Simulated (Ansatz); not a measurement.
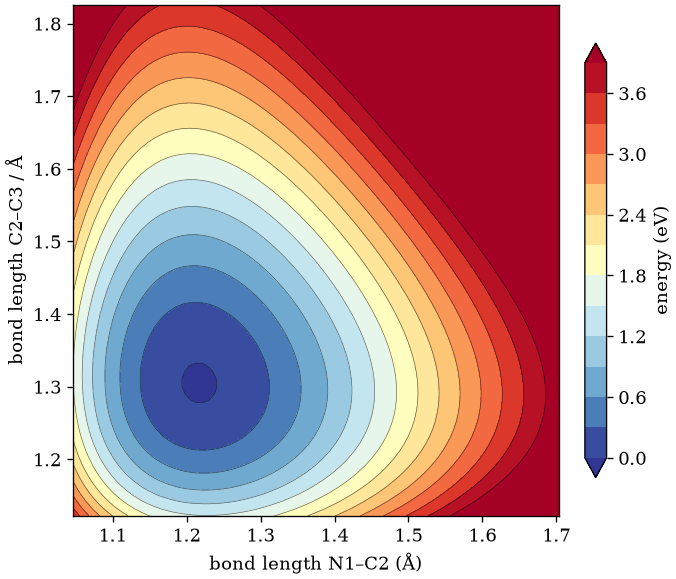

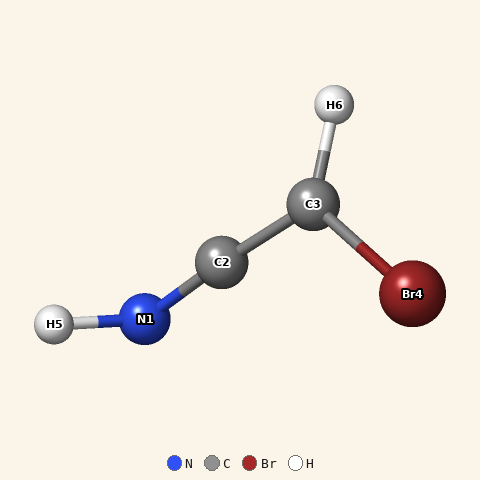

Energy landscape of C₂H₂BrN, SMILES N=C=CBr. Coordinates scanned: (1) bond length N1–C2; (2) bond length C2–C3. Nothing is relaxed (all other coordinates rigid). Grid: 15 × 15 points. Points are written as (first, second). All energies are given in eV relative to the lowest grid point. Method: RKS PBE0-D4/def2-TZVP in Ansatz.

The picture shows filled contours, one colour for all values above the top of the scale. Between grid points the surface is interpolated. The second picture is the structure at the lowest point.

Summarise what can be read from the map.

The lowest grid point is at (1.234 Å, 1.323 Å). No other kind of well shows on this grid. The highest grid point, (1.703 Å, 1.826 Å), lies 7.90 eV above the lowest. Round the minimum the two coordinates are weakly coupled (coupling 0.05 in units of the two stiffnesses).

Each point was launched as `ansatz run input.yaml --threads 1 --pin off --max-ram 2560MiB --backend cpu --events-out ev --progress --plain --runs-dir out`. The whole map (225 points run) took 40 min on 1 thread of Arm Neoverse N1, on a shared host.
